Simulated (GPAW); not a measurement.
# Surface energy and work function of Ir(100) from slabs of 4 to 14 layers (RPBE)

How do energy and work function of Ir(100) films settle with thickness, and what surface energy follows?

**Method.** GPAW 26.7.0, plane waves at 450 eV with PAW setups; symmetric 1×1 slabs cut at the tabulated lattice constant (two decimals; low-temperature values for the alkali metals), atoms at bulk places, 7.5 Å of vacuum on each side, one in-plane mesh for all thicknesses, Fermi-Dirac smearing of 0.1 eV. Energies are extrapolated to zero smearing and count from the program's reference atoms. Functional RPBE. The cell's area is 7.373 Å².

What came out, but for one run:

| layers | energy (eV) | work function (eV) |
| --- | --- | --- |
| 4 | −32.4437 | 5.39 |
| 5 | −41.2013 | 5.39 |
| 6 | −49.9654 | 5.39 |
| 7 | −58.6705 | 5.38 |
| 8 | −67.3958 | 5.39 |
| 9 | −76.1391 | 5.39 |
| 10 | −84.8722 | 5.39 |
| 11 | −93.5968 | 5.39 |
| 12 | −102.3249 | 5.39 |
| 14 | ? | ? |

Q: What surface energy do these runs give, and what energy and work function should the 14-layer slab have?

**Working.** A slab of n layers has E(n) = nε + 2Aγ once its middle is bulk-like. A line through n = 6 to 12 has the slope ε = −8.7288 eV a layer and the intercept 2Aγ = 2.4217 eV (r.m.s. residual 8.4 meV). So γ = 2.4217 / (2 × 7.373 Å²) = 0.1642 eV/Å² = 2.63 J/m², with a standard error of about 0.02 J/m² from the scatter about the line. For 14 layers: 2.4217 + 14 × (−8.7288) = −119.782 eV; the run gives −119.788 eV, 5.8 meV under the line. The work function has no such law: from 6 to 12 layers it moves between 5.38 and 5.39 eV (mean 5.39), and the 14-layer slab gives 5.39 eV. The thinnest slab, 4 layers, lies 0.00 eV from that mean. The measured value for this face is 5.96 eV (“Anisotropic work function of elemental crystals” (2019, arxiv:1902.07811)), for a face that reconstructs.

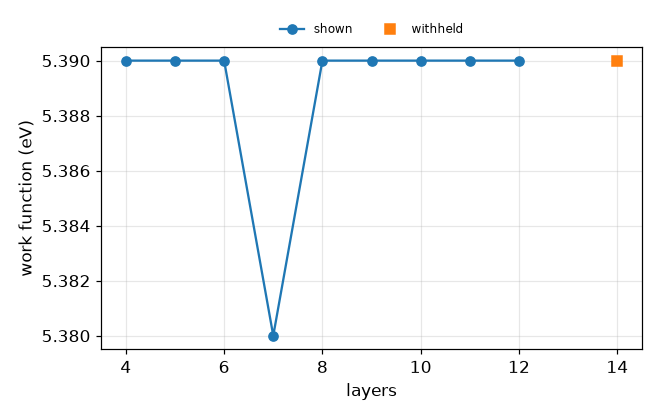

Work function against thickness.

**Limits.** The surfaces are unrelaxed, so γ is an upper bound for this functional and lattice constant. The tabulated lattice constant isn't the functional's own, which strains the slab a little. Spin-orbit coupling is left out.
